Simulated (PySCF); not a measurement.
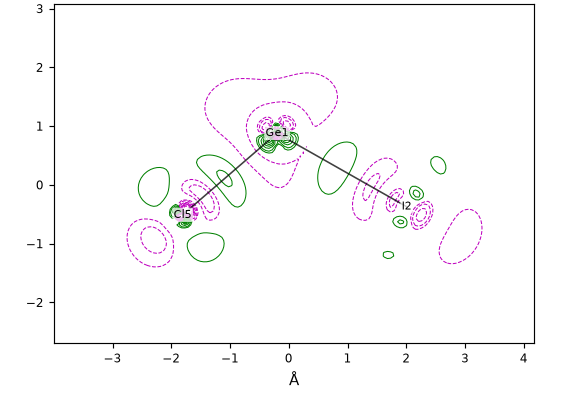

Figure. Cl₂GeI₂. Deformation density (molecule less spherical, spin-averaged free atoms) in the plane of Ge1, I2 and Cl5; contours at ±0.05 to ±0.8 e/Å³; solid green lines: gain, dashed magenta lines: loss.

Method: r2SCAN/def2-SVPD; geometry: GFN2-xTB; program: PySCF. Core potentials replace the inner electrons of I; spin–orbit coupling isn't included. No frequency check shows the geometry to be a minimum. GFN2-xTB bond lengths at metals and heavier atoms can be off by up to 0.1 Å and shapes distorted, which carries into these values.

Input script:

```python
import numpy as np
from pyscf import gto, scf, dft
from pyscf.scf import atom_ks, atom_hf
from scipy.linalg import block_diag

def solve(mol, dm0=None, hcore=None):
    mf = (dft.UKS if mol.spin else dft.RKS)(mol, xc='r2scan')
    mf.grids.level = 3
    mf = mf.density_fit(auxbasis='def2-universal-jkfit')
    mf.conv_tol, mf.max_cycle = 1e-8, 80
    if hcore is not None:
        mf.get_hcore = lambda *args: hcore
    mf.kernel(dm0)
    if not mf.converged:
        mf = mf.newton().run(mf.mo_coeff, mf.mo_occ, max_cycle=30)
    assert mf.converged, 'SCF not converged'
    return mf

mol = gto.M(atom='''
Ge     0.00001     0.66464     0.00000
I      2.06338    -0.80790     0.00003
I     -2.06338    -0.80789    -0.00003
Cl     0.00013     1.89319    -1.73141
Cl    -0.00013     1.89318     1.73141
''', basis='def2-svpd', ecp={'I': 'def2-svpd'}, charge=0, spin=0, verbose=4)
mf = solve(mol)
mf.analyze()
# spherically averaged free atoms, for the promolecule
atom_ks.AtomSphAverageRKS.init_guess_by_vsap = lambda self, mol=None: self.init_guess_by_minao(mol)  # core potentials
atm = atom_ks.get_atm_nrks(mol, xc='r2scan')
pro = block_diag(*[(atm[a[0]][2] * atm[a[0]][3]) @ atm[a[0]][2].T for a in mol._atom])
np.savez('result.npz', e=mf.e_tot, c=mf.mo_coeff, occ=mf.mo_occ, eps=mf.mo_energy, pro=pro, dip=mf.dip_moment(verbose=0), s2=mf.spin_square()[0])
```

Command:

```sh
OMP_NUM_THREADS=1 python input.py
```

The run took 110 s on 1 thread of AMD EPYC (Zen 3), with other jobs on the host, peak memory 0.63 GiB.

Partitions, critical points and surface values were worked out afterwards from this run's density.

Describe the bonding that the map shows.

Answer. Ge1–I2: +0.09 e/Å³ at the bond critical point (bond length 2.54 Å). Ge1–Cl5: +0.05 e/Å³ at the bond critical point (bond length 2.12 Å). In all, 1.1 electrons gather in the regions of gain relative to the promolecule. A small or negative value marks a very polar bond, one between electron-rich atoms, whose free-atom densities already overlap strongly, a long bond to a heavier atom, or a closed-shell contact such as a hydrogen bond.
